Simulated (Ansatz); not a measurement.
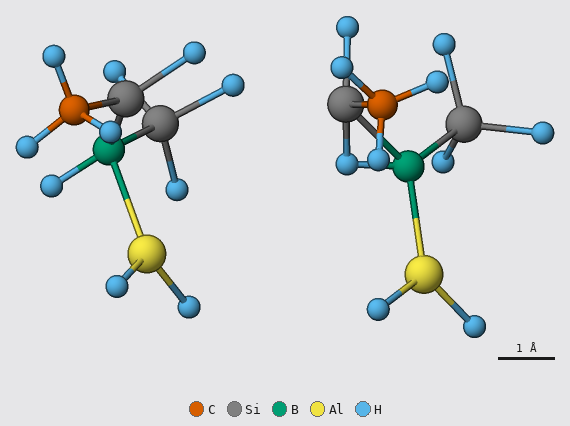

Two geometries of CH$_{10}$AlBSi$_{2}$, drawn at one scale. One is the start of a relaxation, the other its converged end. The picture is a ball-and-stick view, seen from a free direction.

These are results of Ansatz, RKS PBE0-D4/6-31G, not measurements. (no spin polarisation; force threshold 0.02 eV/Å; at most 50 steps)

### Which geometry has the lower energy?

The left one is the relaxed one. The run prepares an end point of a later path (hydrogen shift) calculation, from a guessed geometry. The atom that moves furthest after the best rigid fit is an H atom (2.65 Å). By element the largest moves are H 2.65 Å, Si 1.23 Å, C 0.49 Å, Al 0.46 Å, B 0.46 Å. Near-neighbour distances that change, for instance: H–Si 1.294 → 2.646 Å, Al–B 2.014 → 2.182 Å, C–H 1.176 → 1.096 Å, B–H 1.170 → 1.231 Å. Bonds break: H–Si (1.29 → 2.65 Å). Bond angles that change, for instance: Si–B–H 41.0° → 114.6°, Si–B–Al 123.0° → 92.4°, C–Si–B 107.9° → 127.6°. Over 33 accepted moves (34 points after the start) the energy falls by 98.9 kcal/mol. The largest force component goes from 5.9 to 0.013 eV/Å. The line search rejected the trial step at point 21 of the run. Cost: 3.3 min on 1 thread of Arm Neoverse V2, on a shared host, peak memory 0.22 GiB.
